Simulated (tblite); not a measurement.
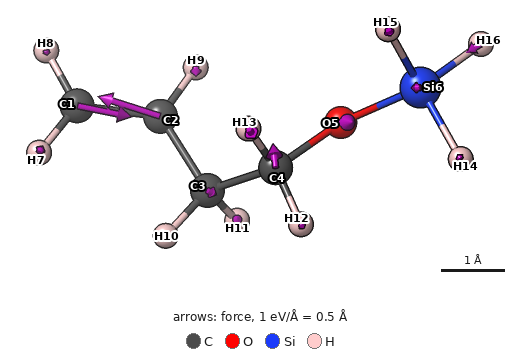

Starting geometry of C₄H₁₀OSi with the computed forces as purple arrows. The picture is a ball-and-stick view, seen at a tilt.

The calculation used GFN2-xTB geometry optimisation, gas phase (tblite 0.8.0). 

What follows when this structure is relaxed?

Answer. It isn't relaxed: the largest force vector, on C2, is 2.13 eV/Å. The final displacements have little in common with the starting forces (cosine between the two patterns 0.17). The atom that moves furthest after the best rigid fit is H16 (0.51 Å). Largest moves by element: H 0.51 Å, O 0.20 Å, C 0.12 Å, Si 0.06 Å. Among the contacts that change: O5–Si6 1.662 → 1.617 Å, C1–C2 1.355 → 1.319 Å, C4–O5 1.429 → 1.396 Å, Si6–H16 1.474 → 1.453 Å. Bond angles that change, for instance: O5–Si6–H16 110.2° → 99.0°, C4–O5–Si6 118.8° → 129.9°, H14–Si6–H16 110.4° → 113.5°. After 72 geometry steps the energy has fallen by 18.6 kJ/mol.
